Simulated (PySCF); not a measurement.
## GaHOF: polarizability calculation

The run: polarizability calculation of GaHOF, multiplicity 2, SMILES [OH][Ga][F]. Method and program: HF/cc-pVTZ, UHF (PySCF 2.14.0).

The run did not end well. The geometry comes from this level: PBE0-D4/def2-TZVP.

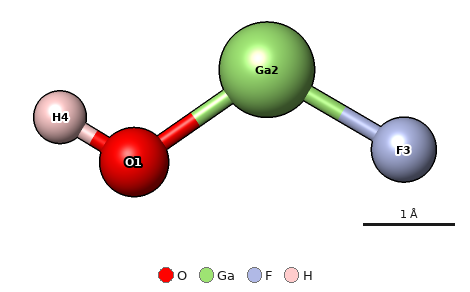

Fig. 1: The structure as given in the input (ball-and-stick view, seen on its broad side; atoms are numbered from 1 in the order of the input). Sticks mark near contacts. Bond lengths as drawn: F–Ga 1.76 Å, Ga–O 1.80 Å and H–O 0.96 Å.

### The input (job.py)
```python
import numpy
from pyscf import gto, scf
from pyscf.prop.polarizability import uhf

molecule = gto.M(
    atom='''
O       -0.928500       0.061200      -0.333300
Ga       0.802400       0.214300       0.117400
F        1.450100      -1.148000       1.023000
H       -1.268400       0.812300      -0.827400
''',
    max_memory=40,
    basis='cc-pvtz',
    verbose=3,
    spin=1,
)

myscf = scf.UHF(molecule)
myscf.direct_scf_tol = 0.0001
myscf.max_cycle = 60
myscf.conv_tol = 1e-08
myscf.kernel()

etot = myscf.e_tot
print('Final energy', etot)
pol = uhf.Polarizability(myscf)
alpha = pol.polarizability()
print('isotropic polarizability %.4f bohr^3' % (numpy.trace(alpha) / 3))
alpha_w = pol.polarizability_with_freq(freq=0.0774)
beta = pol.hyper_polarizability()
```

Hardware: 1 thread of Arm Neoverse V1, 24 GiB of memory available, shared host.

Launch command:
```bash
OMP_NUM_THREADS=1 python job.py
```

### Log
```
WARN: HOMO -0.203039484765844 >= LUMO -0.203039484765844

SCF not converged.
SCF energy = -2098.32106687487 after 60 cycles  <S^2> = 0.75686568  2S+1 = 2.0068539
Final energy -2098.3210668748684
RuntimeError: Krylov solver failed to converge.
```

### What the run reported

| quantity | value |
| --- | --- |
| outcome | ended with an error |
| total energy | −2098.321067 hartree |
| basis functions | 117 |
| ⟨S²⟩ | 0.757 |
| dipole moment | 3.82 D |
| wall time | 58 s |
| peak memory | 0.12 GiB |

The run ended with an error: “RuntimeError”
